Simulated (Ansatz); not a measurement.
Ga$_{4}$N$_{4}$H$_{4}$Cl$_{4}$ (charge −1): geometry relaxation

- system: Ga$_{4}$N$_{4}$H$_{4}$Cl$_{4}$ ((ClGaNH)4 cubane), charge −1, multiplicity 2
- method: UKS PBE-D4/def2-SVP (Ansatz 0.2.0)

The geometry: PBE-D4/def2-SVP start. Figures and captions count atoms from 1; the log counts them from 0 in places.

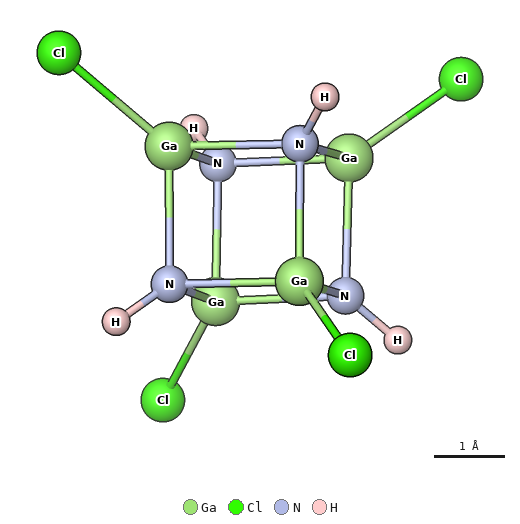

*The starting structure (ball-and-stick view, seen at a tilt). Sticks mark near contacts.*

Bond lengths as drawn: Cl–Ga 2.16 Å, Ga–N 1.99 Å and H–N 1.03 Å.

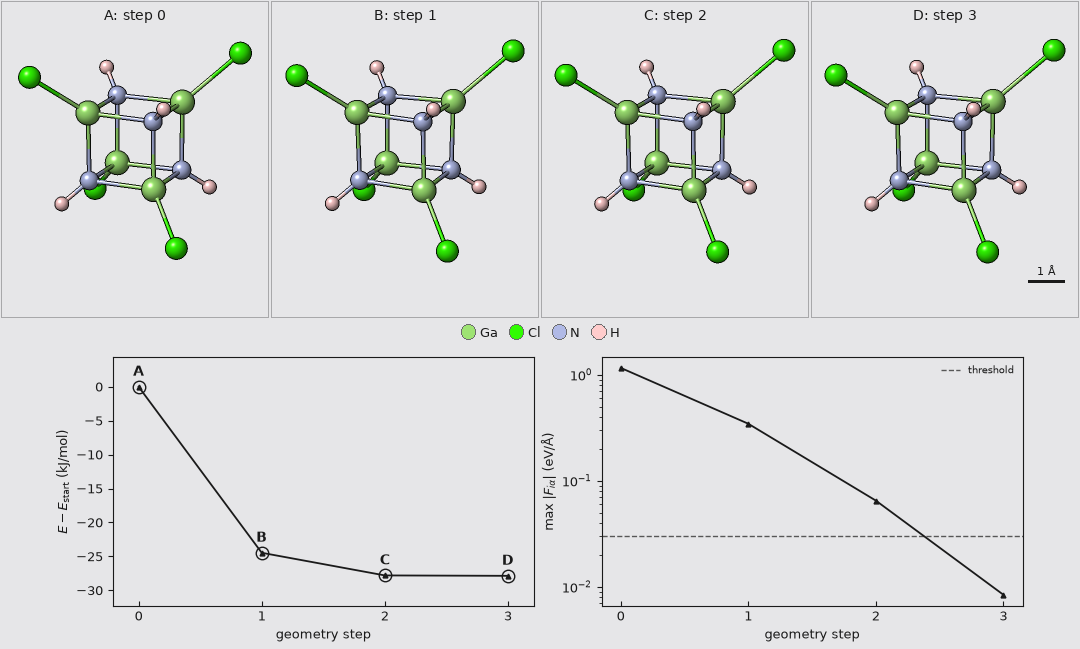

*Frames of the relaxation (ball-and-stick view, seen at a tilt) above the curves, on which the letters mark them (the first geometry is step 0 here and step 1 in the log).*

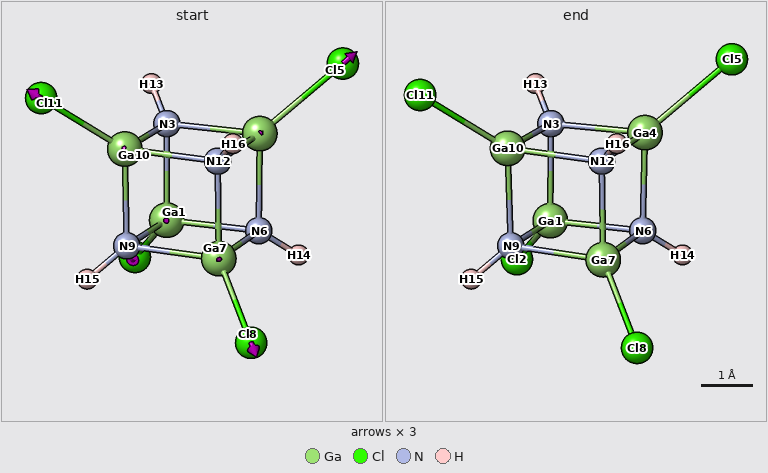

*Before (left) and after (right) the relaxation, at one scale (ball-and-stick view, seen at a tilt). The pink arrows give the displacements, magnified 3 times.*

The largest moves after the best rigid fit, 0.13 Å, are those of Cl2, Cl5, Cl8 and Cl11. By element the largest moves are Cl 0.13 Å, Ga 0.03 Å. N and H stay in place. Among the contacts that change: Ga10–Cl11 2.156 → 2.256 Å, Ga10–N12 1.994 → 2.011 Å. After 3 geometry steps the energy has fallen by 27.9 kJ/mol. The largest force component goes from 1.2 to 0.0084 eV/Å. (Atoms are counted from 1 in the order of the input.)

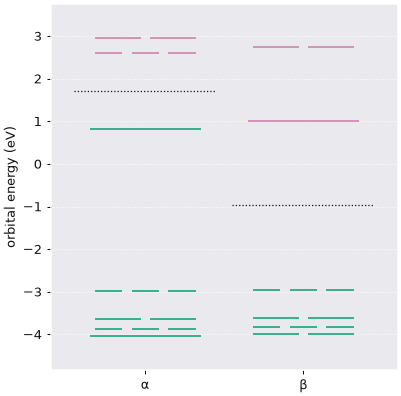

*Orbital energies near the frontier for α and β spins; the dotted line parts filled from empty levels, and levels within 0.02 eV of each other stand side by side.*

α: highest filled 0.81 eV, lowest empty 2.60 eV, 1.79 eV apart; β: highest filled −2.95 eV, lowest empty 1.01 eV, 3.96 eV apart.

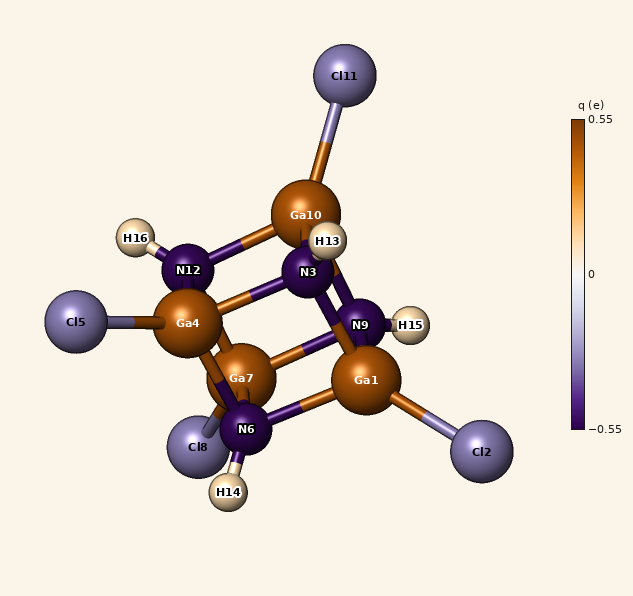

*Mulliken charges, as the colour of each atom (ball-and-stick view, seen at a tilt; atoms are numbered from 1 in the order of the input).*

By element: Ga +0.46, Cl −0.31, N −0.53 and H +0.12 e.

The input and output of the run follow.

Input file
```yaml
crystal:
  periodic: [false, false, false]
  atoms:
    - {symbol: Ga, position_ang: [-1.153018, 1.252211, -0.388423]}
    - {symbol: Cl, position_ang: [-2.577010, 2.798669, -0.868550]}
    - {symbol: N, position_ang: [0.789124, 1.513787, -0.020349]}
    - {symbol: Ga, position_ang: [1.265388, -0.019426, -1.202864]}
    - {symbol: Cl, position_ang: [2.828425, -0.043613, -2.688170]}
    - {symbol: N, position_ang: [-0.679169, -0.308430, -1.535671]}
    - {symbol: Ga, position_ang: [-0.807016, -1.548140, 0.020813]}
    - {symbol: Cl, position_ang: [-1.803891, -3.460049, 0.046507]}
    - {symbol: N, position_ang: [-1.237347, 0.019016, 1.176086]}
    - {symbol: Ga, position_ang: [0.694708, 0.315319, 1.570489]}
    - {symbol: Cl, position_ang: [1.552135, 0.705201, 3.510238]}
    - {symbol: N, position_ang: [1.127475, -1.224441, 0.379980]}
    - {symbol: H, position_ang: [1.263304, 2.423370, -0.032570]}
    - {symbol: H, position_ang: [-1.087320, -0.493670, -2.458404]}
    - {symbol: H, position_ang: [-1.980788, 0.030353, 1.882842]}
    - {symbol: H, position_ang: [1.805009, -1.960160, 0.608026]}
basis:
  gaussian: {orbitals: def2-SVP}
total_charge: -1
magnetization: {spin_polarized: true, initial_magnetization: 1}
hamiltonian: {xc: pbe, dispersion: d4}
scf: {lower_state_search: "off"}
output: {orbitals: {seedname: orbitals}}
relax: {f_tol: 0.03, max_steps: 70}
```

Launched with:
```bash
ansatz run in.yaml --threads 2 --pin off --events-out ev --progress --plain --max-ram 32768MiB --backend cuda --devices 0, --max-vram 18GiB
```

The program's output
```
Functional definition: PBE
  name "PBE"
  cite "Perdew, Burke & Ernzerhof, Phys. Rev. Lett. 77, 3865 (1996) doi:10.1103/PhysRevLett.77.3865"
  parent pbe
  parameter kappa = 0.804
  parameter beta = 0.06672455060314922
  exchange = pbe_x(kappa = kappa, mu = beta*pi^2/3)
  correlation = pbe_c(beta = beta)
these checks for a lower state are left out or cut short: stability, starts, cluster_reference, orbital_swaps, neighbouring_geometries, increment
3120 factors; their error is unknown
mean field evaluation 1: about -265507.2871 eV, gradient 8.9e1 eV
mean field evaluation 2: about -265360.5645 eV, gradient 1.9e2 eV
mean field evaluation 4: about -265534.4048 eV, gradient 1.8e1 eV
mean field evaluation 8: about -265535.7490 eV, gradient 2.2e-1 eV
mean field evaluation 16: about -265535.5784 eV, gradient 5.2e-4 eV
mean field -265535.57837286 eV, -9758.2525187231 hartree, gradient 2.2e-6 eV, S^2 0.750705; 0 other end points of the search recorded, 0 dependent functions left out
the calculation of the forces begins
reference -265535.57843542 eV, -9758.2525210223 hartree; 113, 112 occupied and 163, 164 virtual orbitals, 3120 factors
relax step   1: F+E_penalty+E_count = -265536.70440342 eV  Δ(F+E_penalty+E_count) = +0.000e0 eV  max|allowed force component| = 1.161e0 eV/Å  Δτ_max = 0.0000 Å  (20 SCF iters, accepted)
these checks for a lower state are left out or cut short: stability, starts, cluster_reference, orbital_swaps, neighbouring_geometries, increment
3120 factors; their error is unknown
mean field -265535.86164890 eV, -9758.2629289256 hartree, gradient 4.7e-6 eV, S^2 0.750838; 0 other end points of the search recorded, 0 dependent functions left out
the calculation of the forces begins
reference -265535.86171250 eV, -9758.2629312628 hartree; 113, 112 occupied and 163, 164 virtual orbitals, 3120 factors
relax step   2: F+E_penalty+E_count = -265536.95792463 eV  Δ(F+E_penalty+E_count) = -2.535e-1 eV  max|allowed force component| = 3.451e-1 eV/Å  Δτ_max = 0.1010 Å  (21 SCF iters, accepted)
these checks for a lower state are left out or cut short: stability, starts, cluster_reference, orbital_swaps, neighbouring_geometries, increment
3120 factors; their error is unknown
mean field evaluation 32: about -265536.0726 eV, gradient 4.4e0 eV
mean field -265535.90557132 eV, -9758.2645430448 hartree, gradient 2.8e-6 eV, S^2 0.750842; 0 other end points of the search recorded, 0 dependent functions left out
the calculation of the forces begins
reference -265535.90563468 eV, -9758.2645453732 hartree; 113, 112 occupied and 163, 164 virtual orbitals, 3120 factors
relax step   3: F+E_penalty+E_count = -265536.99251194 eV  Δ(F+E_penalty+E_count) = -3.459e-2 eV  max|allowed force component| = 6.507e-2 eV/Å  Δτ_max = 0.0260 Å  (20 SCF iters, accepted)
these checks for a lower state are left out or cut short: stability, starts, cluster_reference, orbital_swaps, neighbouring_geometries, increment
3120 factors; their error is unknown
mean field -265535.90664130 eV, -9758.2645823657 hartree, gradient 2.7e-6 eV, S^2 0.750848; 0 other end points of the search recorded, 0 dependent functions left out
the calculation of the forces begins
reference -265535.90670471 eV, -9758.2645846961 hartree; 113, 112 occupied and 163, 164 virtual orbitals, 3120 factors
relax step   4: F+E_penalty+E_count = -265536.99313166 eV  Δ(F+E_penalty+E_count) = -6.197e-4 eV  max|allowed force component| = 8.421e-3 eV/Å  Δτ_max = 0.0032 Å  (21 SCF iters, accepted)
Total energy: -265536.99319508 eV, -9758.3045124806 hartree
Atom 0 at    -1.172815     1.273705    -0.395174 Å, force     0.006272    -0.006847     0.001830 eV/Å
Atom 1 at    -2.662890     2.891897    -0.897417 Å, force    -0.001522     0.001648    -0.000470 eV/Å
Atom 2 at     0.788722     1.512974    -0.020343 Å, force    -0.002555    -0.005036     0.000099 eV/Å
Atom 3 at     1.287191    -0.019799    -1.223474 Å, force    -0.006709    -0.000030     0.006764 eV/Å
Atom 4 at     2.922620    -0.045001    -2.777779 Å, force     0.001624     0.000003    -0.001602 eV/Å
Atom 5 at    -0.678803    -0.308252    -1.534854 Å, force     0.002077     0.001168     0.005131 eV/Å
Atom 6 at    -0.820860    -1.574742     0.021164 Å, force     0.004393     0.008376    -0.000094 eV/Å
Atom 7 at    -1.863966    -3.575322     0.048055 Å, force    -0.001052    -0.002036     0.000030 eV/Å
Atom 8 at    -1.236691     0.019003     1.175475 Å, force     0.004225    -0.000143    -0.003732 eV/Å
Atom 9 at     0.706585     0.320777     1.597474 Å, force    -0.004007    -0.001498    -0.008421 eV/Å
Atom 10 at     1.603897     0.728635     3.627150 Å, force     0.000957     0.000377     0.002053 eV/Å
Atom 11 at     1.126879    -1.223793     0.379724 Å, force    -0.003670     0.004008    -0.001630 eV/Å
Atom 12 at     1.262923     2.422627    -0.032563 Å, force     0.000195     0.000388    -0.000012 eV/Å
Atom 13 at    -1.086961    -0.493555    -2.457652 Å, force    -0.000154    -0.000101    -0.000393 eV/Å
Atom 14 at    -1.980219     0.030414     1.882242 Å, force    -0.000338     0.000031     0.000278 eV/Å
Atom 15 at     1.804397    -1.959570     0.607952 Å, force     0.000265    -0.000309     0.000169 eV/Å
Dipole moment:     0.000052    -0.000033     0.000003 e Å
Checks for a lower state left out: stability, starts, cluster_reference, orbital_swaps, neighbouring_geometries, increment
```

Trajectory as extended XYZ (Å, eV, eV/Å), 4 frames, from step=1 to step=4
```
16
Properties=species:S:1:pos:R:3:forces:R:3 step=1 energy=-265536.70440
Ga   -1.1530    1.2522   -0.3884    0.3290  -0.3574   0.1100
Cl   -2.5770    2.7987   -0.8686   -0.8520   0.9253  -0.2872
N     0.7891    1.5138   -0.0203    0.0390   0.0745  -0.0009
Ga    1.2654   -0.0194   -1.2029   -0.3607   0.0050   0.3442
Cl    2.8284   -0.0436   -2.6882    0.9352  -0.0144  -0.8888
N    -0.6792   -0.3084   -1.5357   -0.0341  -0.0146  -0.0754
Ga   -0.8070   -1.5481    0.0208    0.2308   0.4415  -0.0060
Cl   -1.8039   -3.4600    0.0465   -0.5964  -1.1439   0.0154
N    -1.2373    0.0190    1.1761   -0.0606   0.0007   0.0587
Ga    0.6947    0.3153    1.5705   -0.1985  -0.0896  -0.4480
Cl    1.5521    0.7052    3.5102    0.5131   0.2332   1.1605
N     1.1275   -1.2244    0.3800    0.0556  -0.0603   0.0171
H     1.2633    2.4234   -0.0326   -0.0165  -0.0315   0.0004
H    -1.0873   -0.4937   -2.4584    0.0141   0.0063   0.0320
H    -1.9808    0.0304    1.8828    0.0257  -0.0003  -0.0245
H     1.8050   -1.9602    0.6080   -0.0236   0.0255  -0.0076
16
Properties=species:S:1:pos:R:3:forces:R:3 step=2 energy=-265536.95792
Ga   -1.1752    1.2763   -0.3959    0.2536  -0.2755   0.0848
Cl   -2.6437    2.8711   -0.8910   -0.2361   0.2564  -0.0795
N     0.7811    1.4984   -0.0201    0.1534   0.2939  -0.0038
Ga    1.2897   -0.0198   -1.2259   -0.2780   0.0039   0.2652
Cl    2.9016   -0.0447   -2.7578    0.2591  -0.0040  -0.2463
N    -0.6722   -0.3053   -1.5200   -0.1324  -0.0595  -0.2981
Ga   -0.8225   -1.5779    0.0212    0.1776   0.3403  -0.0046
Cl   -1.8506   -3.5496    0.0477   -0.1652  -0.3169   0.0043
N    -1.2248    0.0188    1.1641   -0.2400   0.0035   0.2289
Ga    0.7080    0.3214    1.6007   -0.1532  -0.0689  -0.3451
Cl    1.5923    0.7234    3.6011    0.1422   0.0646   0.3215
N     1.1160   -1.2120    0.3761    0.2190  -0.2378   0.0727
H     1.2550    2.4074   -0.0324    0.0185   0.0355  -0.0005
H    -1.0802   -0.4904   -2.4422   -0.0159  -0.0073  -0.0360
H    -1.9678    0.0302    1.8705   -0.0290   0.0005   0.0275
H     1.7931   -1.9473    0.6041    0.0263  -0.0287   0.0091
16
Properties=species:S:1:pos:R:3:forces:R:3 step=3 energy=-265536.99251
Ga   -1.1718    1.2726   -0.3948   -0.0031   0.0033  -0.0014
Cl   -2.6609    2.8897   -0.8968   -0.0123   0.0134  -0.0041
N     0.7902    1.5158   -0.0204   -0.0333  -0.0641   0.0009
Ga    1.2860   -0.0198   -1.2224    0.0036  -0.0003  -0.0029
Cl    2.9205   -0.0450   -2.7757    0.0135  -0.0002  -0.0129
N    -0.6801   -0.3088   -1.5377    0.0285   0.0133   0.0651
Ga   -0.8201   -1.5734    0.0211   -0.0021  -0.0042   0.0001
Cl   -1.8626   -3.5727    0.0480   -0.0086  -0.0165   0.0002
N    -1.2390    0.0190    1.1777    0.0526  -0.0009  -0.0495
Ga    0.7060    0.3205    1.5961    0.0015   0.0012   0.0044
Cl    1.6027    0.7281    3.6245    0.0075   0.0033   0.0168
N     1.1290   -1.2261    0.3804   -0.0476   0.0518  -0.0167
H     1.2644    2.4254   -0.0326   -0.0012  -0.0023   0.0000
H    -1.0882   -0.4941   -2.4605    0.0010   0.0004   0.0023
H    -1.9825    0.0304    1.8844    0.0018   0.0000  -0.0018
H     1.8065   -1.9618    0.6086   -0.0017   0.0018  -0.0005
16
Properties=species:S:1:pos:R:3:forces:R:3 step=4 energy=-265536.99313
Ga   -1.1728    1.2737   -0.3952    0.0063  -0.0068   0.0018
Cl   -2.6629    2.8919   -0.8974   -0.0015   0.0016  -0.0005
N     0.7887    1.5130   -0.0203   -0.0026  -0.0050   0.0001
Ga    1.2872   -0.0198   -1.2235   -0.0067   0.0000   0.0068
Cl    2.9226   -0.0450   -2.7778    0.0016   0.0000  -0.0016
N    -0.6788   -0.3083   -1.5349    0.0021   0.0012   0.0051
Ga   -0.8209   -1.5747    0.0212    0.0044   0.0084  -0.0001
Cl   -1.8640   -3.5753    0.0481   -0.0011  -0.0020   0.0000
N    -1.2367    0.0190    1.1755    0.0042  -0.0001  -0.0037
Ga    0.7066    0.3208    1.5975   -0.0040  -0.0015  -0.0084
Cl    1.6039    0.7286    3.6271    0.0010   0.0004   0.0021
N     1.1269   -1.2238    0.3797   -0.0037   0.0040  -0.0016
H     1.2629    2.4226   -0.0326    0.0002   0.0004   0.0000
H    -1.0870   -0.4936   -2.4577   -0.0002  -0.0001  -0.0004
H    -1.9802    0.0304    1.8822   -0.0003   0.0000   0.0003
H     1.8044   -1.9596    0.6080    0.0003  -0.0003   0.0002
```

Summary

| quantity | value |
| --- | --- |
| outcome | converged |
| total energy | −265536.9932 eV |
| mean-field energy | −265535.9067 eV |
| dispersion energy | −1.0865 eV |
| ⟨S²⟩ | 0.751 |
| HOMO (either spin) | 0.81 eV |
| LUMO (either spin) | 1.01 eV |
| largest force (length of the vector) at the end | 0.010 eV/Å |
| hardware | 2 CPU threads, shared host |
| wall time | 15 s (CPU time 15 s) |
| peak memory | 0.94 GiB |

Remarks

The highest filled orbital lies above zero: either the extra electron isn't bound at this level, or the self-interaction error of the functional lifts the level.
